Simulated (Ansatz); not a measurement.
## Electronic structure of NdSi3 in real space

```cif
data_structure
_symmetry_space_group_name_H-M 'P 1'
_symmetry_Int_Tables_number 1
_cell_length_a 8.2039
_cell_length_b 8.2412
_cell_length_c 4.1757
_cell_angle_alpha 90.153
_cell_angle_beta 90.000
_cell_angle_gamma 90.000
_cell_volume 282.32
loop_
_atom_site_label
_atom_site_type_symbol
_atom_site_fract_x
_atom_site_fract_y
_atom_site_fract_z
_atom_site_occupancy
Nd1 Nd 0.00000 0.00000 0.00000 1
Nd2 Nd 0.50000 0.50000 0.00000 1
Si1 Si 0.25000 0.25000 0.00000 1
Si2 Si 0.75000 0.75000 0.00000 1
Si3 Si 0.00000 0.25000 0.50000 1
Si4 Si 0.50000 0.75000 0.50000 1
Si5 Si 0.25000 0.00000 0.50000 1
Si6 Si 0.75000 0.50000 0.50000 1
Nd3 Nd 0.50000 0.00000 0.00000 1
Nd4 Nd 0.00000 0.50000 0.00000 1
Si7 Si 0.75000 0.25000 0.00000 1
Si8 Si 0.25000 0.75000 0.00000 1
Si9 Si 0.50000 0.25000 0.50000 1
Si10 Si 0.00000 0.75000 0.50000 1
Si11 Si 0.75000 0.00000 0.50000 1
Si12 Si 0.25000 0.50000 0.50000 1
```

Space group P2/m; started from the AuCu3 prototype, which need not be the ambient phase; the SCF solution may not be the lowest one; no Hubbard U on the f states and no spin–orbit coupling; spin-polarised.

These are results of Ansatz, DFT PBE, scalar-relativistic, plane waves, PAW, not measurements.

In a PAW calculation such maps are meaningful between the atoms, not at the nuclei.

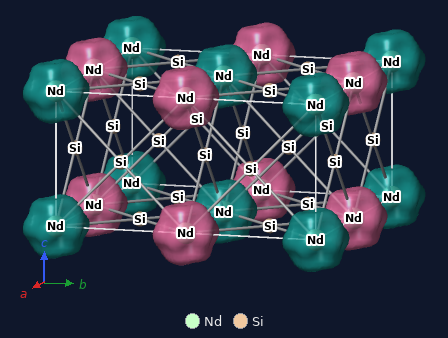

Figure 1. Isosurfaces of the magnetisation density (up minus down) at +0.1 (teal) and −0.1 e/Å³ (pink), seen slightly off an axis. Sticks mark near contacts.

**Describe the spin distribution.**

The spin density sits on Nd: +3.0 μB (×2) and −3.0 μB (×2) in one cell of 16 atoms: antiferromagnetic in this solution, which needn't be the ground state, with some nearest magnetic neighbours parallel and some opposed. The cell of the calculation (8 atoms) carries 0.0 μB of net spin moment.

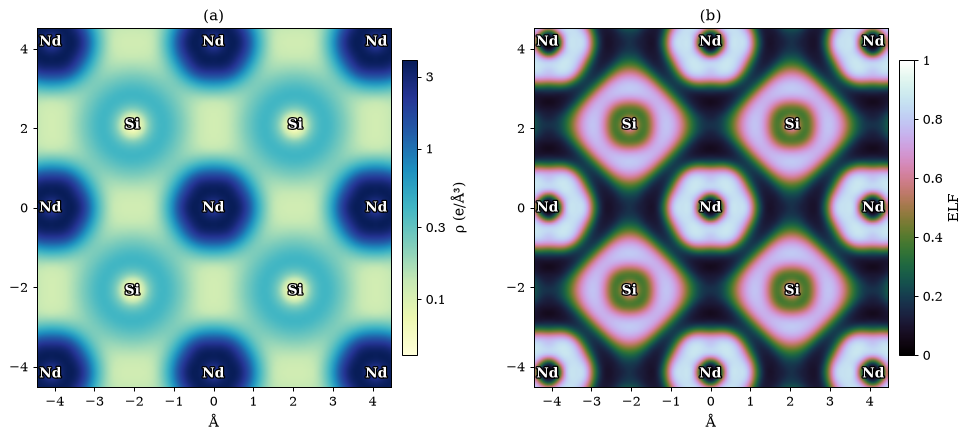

Figure 2. (a) valence pseudo-density; (b) ELF on the (010) plane of the cell of the magnetic structure.

**What do the fields say about this system?**

- The section cuts through Nd and Si sites.
- Nd–Si (2.93 Å): ρ at the midpoint is about 0.24 e/Å³; the ELF peaks at about 0.75 in the valence shell of Si, 0.9 Å from its nucleus, and drops to about 0.20 between the two atoms.
- Between the atoms the lowest density in this plane is 0.11 e/Å³.
- The features right at Nd lie inside the PAW spheres, where the map follows smoothed inner orbitals and isn't to be read closely.

**What Bader charges does the calculation give?**

Electrons move from Nd towards Si. Bader charges: Nd +1.06 and Si −0.35 e.
